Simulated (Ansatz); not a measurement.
Reaction (SMILES): N (NH3) → NH3+ (doublet, bonded as N) + e-
B3LYP-D3(BJ)/def2-TZVP geometries, fixed; electronic energies without zero-point terms.
Largest species:
```
N
H 1 1.0136
H 1 1.0136 2 107.33
H 1 1.0136 2 107.33 3 -115.09
```
Charge 0, spin multiplicity 1.

Basis-set convergence of the adiabatic ionisation energy at PBE0 with Ansatz (a quantum-chemistry and plane-wave program). Cartesian d functions, on some or all atoms, in 6-31+G*; all else is spherical. The program fits the integrals of some runs and decomposes those of others, by size. Open shells are unrestricted. No added dispersion term, no relativity. Functions are those of the species that has most. Reference: the value in pcseg-4, 10.075 eV, itself unsure by roughly 0.003 eV (its mean distance from aug-pcseg-3, aug-cc-pVQZ, cc-pV5Z). Deviations are taken from unrounded values.

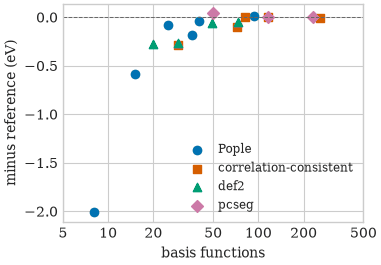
Fig. 1. Deviation from the reference against the number of basis functions, by family of sets.

| basis | functions | adiabatic ionisation energy (eV) | minus reference (eV) |
|---|---|---|---|
| STO-3G | 8 | 8.064 | -2.010 |
| 6-31G | 15 | 9.493 | -0.581 |
| def2-SV(P) | 20 | 9.798 | -0.276 |
| 6-31+G* | 25 | 9.991 | -0.084 |
| cc-pVDZ | 29 | 9.792 | -0.282 |
| def2-SVP | 29 | 9.807 | -0.268 |
| 6-311G** | 36 | 9.886 | -0.188 |
| 6-311+G** | 40 | 10.040 | -0.035 |
| def2-TZVP | 49 | 10.010 | -0.065 |
| aug-pcseg-1 | 50 | 10.113 | 0.038 |
| cc-pVTZ | 72 | 9.978 | -0.097 |
| def2-TZVPP | 73 | 10.025 | -0.050 |
| jun-cc-pV(T+d)Z | 81 | 10.071 | -0.003 |
| 6-311++G(3df,3pd) | 93 | 10.084 | 0.009 |
| aug-cc-pVTZ | 115 | 10.071 | -0.003 |
| aug-pcseg-2 | 115 | 10.078 | 0.003 |
| aug-pcseg-3 | 232 | 10.076 | 0.001 |
| cc-pV5Z | 256 | 10.068 | -0.007 |
